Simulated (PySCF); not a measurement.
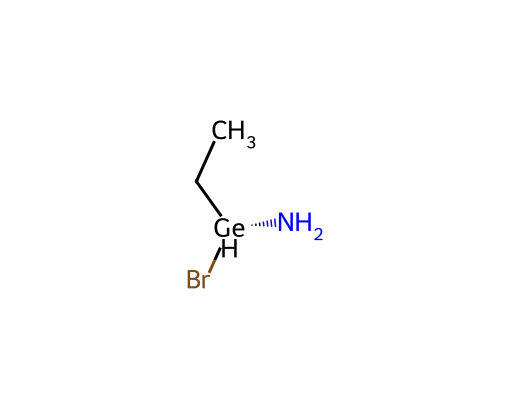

Skeletal drawing of a molecule.

Question: Transcribe the drawing into SMILES.

Answer: C[CH2][Ge@H]([NH2])[Br]

Question: What is the molecular formula?

Answer: C2H8BrGeN.

Question: An optimisation with GFN2-xTB gave a structure of which point group?

Answer: C1.

More results for the same structure follow; atom numbers are the same in all pictures, views and colours differ. The computed structure is the end point of a GFN2-xTB optimisation. No frequency run is at hand to confirm it as a minimum.

Electronic properties

No frequency run is at hand to confirm it as a minimum. Method: B3LYP/pcJ-1 (pcSseg-1 on Br) (pcSseg-1 on Ge), gas phase (PySCF 2.14.0).

Question: Give the HOMO energy (Kohn–Sham orbital) at this level.

Answer: −6.96 eV.

Question: Give the dipole moment at this level.

Answer: 3.17 D.

Question: Give the LUMO energy (Kohn–Sham orbital) at this level.

Answer: 0.24 eV.

Spin–spin coupling

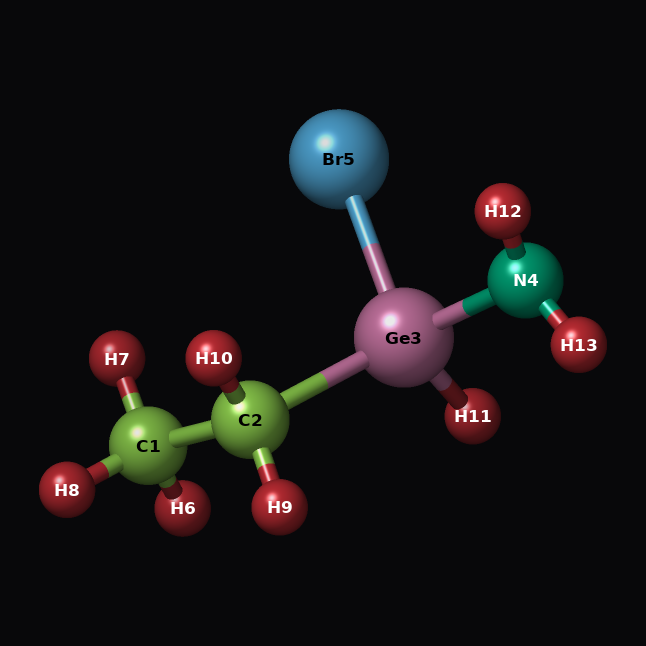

No frequency run is at hand to confirm it as a minimum. Method: B3LYP/pcJ-1 (pcSseg-1 on Br) (pcSseg-1 on Ge) indirect spin-spin coupling, non-relativistic, gas phase (PySCF 2.14.0). Isotopes: 13C, 1H, 15N.

Give the spin–spin coupling constants of these pairs, with the number of bonds between them: N4/H12, N4/H13, C2/N4, N4/H11.

| pair | bonds apart | J (Hz) |
| --- | --- | --- |
| N4, H12 | 1 | −75.9 |
| N4, H13 | 1 | −74.4 |
| C2, N4 | 2 | 1.2 |
| N4, H11 | 2 | −13.5 |

Quadrupole coupling

No frequency run is at hand to confirm it as a minimum. Electric field gradients from the ground-state density, B3LYP/pcJ-1 (pcSseg-1 on Br) (pcSseg-1 on Ge) (PySCF 2.14.0), non-relativistic apart from any core potentials.

Give the largest field-gradient component, the quadrupole coupling constant and the asymmetry for 73Ge at Ge3 (Q = −196 mb), 14N at N4 (Q = 20.44 mb), 79Br at Br5 (Q = 313 mb), 2H at H6 (Q = 2.86 mb), 2H at H7 (Q = 2.86 mb), 2H at H8 (Q = 2.86 mb), 2H at H9 (Q = 2.86 mb).

| atom | V_zz (a.u.) | e²qQ/h (MHz) | η |
| --- | --- | --- | --- |
| Ge3 | 1.683 | −77.5 | 0.48 |
| N4 | −1.016 | −4.88 | 0.13 |
| Br5 | 4.795 | 352.6 | 0.05 |
| H6 | 0.301 | 0.202 | 0.04 |
| H7 | 0.296 | 0.199 | 0.03 |
| H8 | 0.302 | 0.203 | 0.03 |
| H9 | 0.300 | 0.201 | 0.02 |

The geometry is semi-empirical. Around Br, Ge such bond lengths and angles can be off by a tenth of an ångström or more and by several degrees, and values that hang on the shape move with them.
